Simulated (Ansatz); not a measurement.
Base system: CdSe in the zinc blende structure (space group F-43m, No. 216; a = 6.082 Å).

It is then changed as follows: the cell is scaled by 0.9700 in all directions; the atoms relax in the strained cell.

Level of theory: PBEsol in Ansatz (plane waves to 420 eV, PAW, scalar-relativistic without spin-orbit coupling).

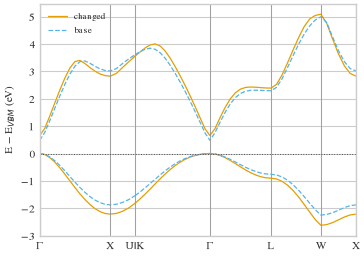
Figure. Highest valence and lowest conduction band along the path, each from its own valence-band maximum

The gap is 0.66 eV, direct at Γ; the base has 0.48 eV.

Whether these cells are dynamically stable was not tested.

Ansatz is a program for electronic structure.
